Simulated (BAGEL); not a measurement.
**CH3O (hydroxymethyl radical) at UHF/def2-TZVPP (density fitting with qzvpp-jkfit)**

What is the vertical ionisation energy of CH3O (hydroxymethyl radical) at UHF/def2-TZVPP (density fitting with qzvpp-jkfit)? 

The results are computed with BAGEL 1.2.2.

2 further runs of the same task are left out: 2 set aside as unsound or not needed. Runs told in other sessions of the task aren't counted.

## (1) The molecule

The species is CH3O (5 atoms), meant as a doublet with charge 0. SMILES: `[CH2]O`. Geometry: relaxed at PBE0-D4/def2-TZVP. This is one conformer, not always the lowest.

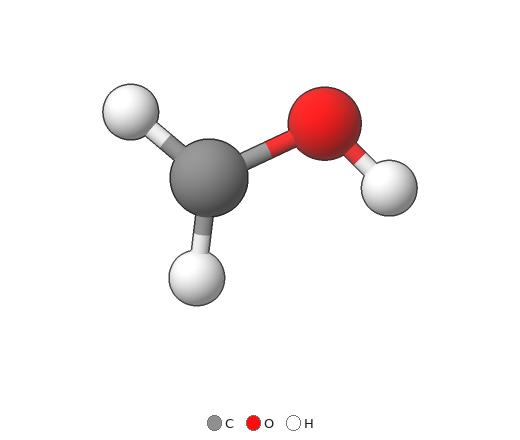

The structure, seen from a chosen angle (carbon grey, oxygen red, hydrogen white).

## (2) A single-point energy at UHF/def2-TZVPP (density fitting with qzvpp-jkfit)

Input file job.json:

```json
{ "bagel": [

{
  "title": "molecule",
  "basis": "tzvpp",
  "df_basis": "qzvpp-jkfit",
  "angstrom": true,
  "geometry": [
    { "atom": "C", "xyz": [      -0.327200,      -0.313600,       0.020200 ] },
    { "atom": "O", "xyz": [       0.269400,       0.900700,       0.120200 ] },
    { "atom": "H", "xyz": [      -1.375200,      -0.266500,      -0.236200 ] },
    { "atom": "H", "xyz": [       0.274300,      -1.179600,      -0.230000 ] },
    { "atom": "H", "xyz": [       1.208500,       0.785300,       0.284400 ] }
  ]
},

{ "title": "uhf", "nopen": 1 },

{ "title": "print", "file": "orbitals.molden", "orbitals": true }

]}
```

Started as:

```bash
BAGEL_NUM_THREADS=1 BAGEL job.json > job.out
```

The log of the run:

```text
* using 1 threads per process

  ===============================================================
  ===============================================================

  *** Geometry ***

  { "atom" : "C", "xyz" : [     -0.618318,     -0.592618,      0.038172 ] },
  { "atom" : "O", "xyz" : [      0.509092,      1.702076,      0.227145 ] },
  { "atom" : "H", "xyz" : [     -2.598751,     -0.503612,     -0.446353 ] },
  { "atom" : "H", "xyz" : [      0.518352,     -2.229121,     -0.434637 ] },
  { "atom" : "H", "xyz" : [      2.283734,      1.484002,      0.537438 ] },

  Number of auxiliary basis functions:      206

  Since a DF basis is specified, we compute 2- and 3-index integrals:
    o Being stored without compression. Storage requirement is 0.018 GB

  Number of basis functions:      104
  Number of electrons      :       17

    * METHOD: MOLECULE                             0.07

  *** Open-shell HF ***

  === Nuclear Repulsion ===
    35.4444485259

      * DIIS with orbital gradients will be used.

  === UHF iteration (tzvpp) ===
      0       -114.31386342          0.04585380           0.03
      1       -114.41128187          0.02915950           0.04
      2       -114.44375741          0.01924153           0.04
      3       -114.46781365          0.00131264           0.04
      4       -114.46821580          0.00052105           0.04
      5       -114.46831368          0.00021070           0.04
      6       -114.46835640          0.00005821           0.04
      7       -114.46836276          0.00001644           0.04
      8       -114.46836376          0.00000591           0.04
      9       -114.46836392          0.00000236           0.04
     10       -114.46836394          0.00000129           0.04
     11       -114.46836394          0.00000037           0.04
     12       -114.46836394          0.00000011           0.04
     13       -114.46836394          0.00000005           0.03
     14       -114.46836394          0.00000002           0.04
     15       -114.46836394          0.00000001           0.04
    * SCF iteration converged.

    * S^2 (UHF) is 0.7622

    * Permanent dipole moment:
           (   -0.473291,     0.412423,     0.064627) a.u.

    * METHOD: UHF                                  0.67

    * METHOD: PRINT                                0.03

  ===============================================================
```

Wall time 0.91 s (1 thread of Arm Neoverse V1, shared host).

## (3) The singlet cation

Input file input.json:

```json
{ "bagel": [

{
  "title": "molecule",
  "basis": "tzvpp",
  "df_basis": "qzvpp-jkfit",
  "angstrom": true,
  "geometry": [
    { "atom": "C", "xyz": [   -0.327200,   -0.313600,    0.020200 ] },
    { "atom": "O", "xyz": [    0.269400,    0.900700,    0.120200 ] },
    { "atom": "H", "xyz": [   -1.375200,   -0.266500,   -0.236200 ] },
    { "atom": "H", "xyz": [    0.274300,   -1.179600,   -0.230000 ] },
    { "atom": "H", "xyz": [    1.208500,    0.785300,    0.284400 ] }
  ]
},
{ "title": "hf", "charge": 1 },
{ "title": "print", "file": "orbitals.molden", "orbitals": true }

]}
```

Started as:

```bash
BAGEL_NUM_THREADS=1 BAGEL input.json > input.out
```

The log of the run:

```text
* using 1 threads per process

  ===============================================================
  ===============================================================

  *** Geometry ***

  { "atom" : "C", "xyz" : [     -0.618318,     -0.592618,      0.038172 ] },
  { "atom" : "O", "xyz" : [      0.509092,      1.702076,      0.227145 ] },
  { "atom" : "H", "xyz" : [     -2.598751,     -0.503612,     -0.446353 ] },
  { "atom" : "H", "xyz" : [      0.518352,     -2.229121,     -0.434637 ] },
  { "atom" : "H", "xyz" : [      2.283734,      1.484002,      0.537438 ] },

  Number of auxiliary basis functions:      206

  Since a DF basis is specified, we compute 2- and 3-index integrals:
    o Being stored without compression. Storage requirement is 0.018 GB

  Number of basis functions:      104
  Number of electrons      :       17

    * METHOD: MOLECULE                             0.07

  *** RHF ***

  === Nuclear Repulsion ===
    35.4444485259

      * DIIS with orbital gradients will be used.

  === RHF iteration (tzvpp) ===
      0       -114.04717224          0.02206658           0.02
      1       -114.11125385          0.01773088           0.02
      2       -114.18469852          0.00182799           0.02
      3       -114.18593280          0.00027544           0.02
      4       -114.18597481          0.00011454           0.02
      5       -114.18598541          0.00004588           0.02
      6       -114.18598761          0.00001359           0.02
      7       -114.18598781          0.00000357           0.02
      8       -114.18598782          0.00000124           0.02
      9       -114.18598782          0.00000065           0.02
     10       -114.18598782          0.00000022           0.02
     11       -114.18598782          0.00000010           0.02
     12       -114.18598782          0.00000003           0.02
     13       -114.18598782          0.00000001           0.02
     14       -114.18598782          0.00000000           0.02
    * SCF iteration converged.

    * Permanent dipole moment:
           (   -0.118070,     1.164127,     0.039030) a.u.

    * METHOD: HF                                   0.32

    * METHOD: PRINT                                0.03

  ===============================================================
```

Run time: 0.57 s. Hardware: 1 thread of Arm Neoverse V1, shared host.

## (4) Outcome

At UHF/def2-TZVPP (density fitting with qzvpp-jkfit):

```
                                          quantity          value
                        doublet CH3O: total energy  -114.46836 Eh
                       doublet CH3O: dipole moment         1.60 D
                                doublet CH3O: ⟨S²⟩          0.762
                      singlet cation: total energy  -114.18599 Eh
                       singlet cation: HOMO energy      -23.26 eV
                       singlet cation: LUMO energy       -6.35 eV
                     singlet cation: HOMO–LUMO gap       16.91 eV
vertical ionisation energy (to the singlet cation)       7.684 eV
```

The vertical ionisation energy comes to 7.68 eV (741 kJ/mol).
